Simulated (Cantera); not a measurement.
Feed: 1 mol Al, 0.47 mol NH₃, 5.9 mol H₂, at 100 Torr.

Cantera equilibrium calculation (NASA polynomials, part measured and part estimated; ideal gas, pure solids and liquids). Candidate condensed phases: Al, AlN; 13 gas species. Mutual solubility and eutectic melting of coexisting phases are not modelled. Kinetics and transport are ignored.

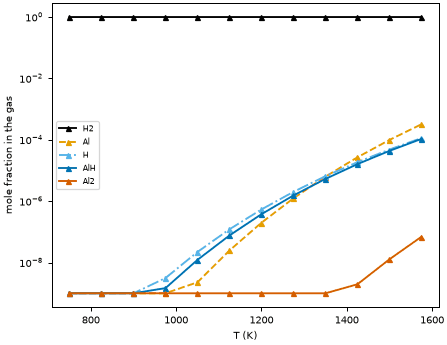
Figure. Equilibrium gas composition (values under 1e-9 drawn at 1e-9)

### Question
Read off the mole fractions at 1425 K.

### Answer
H₂ about 1.00, Al about 2.7e-5, H about 1.9e-5, AlH about 1.6e-5.
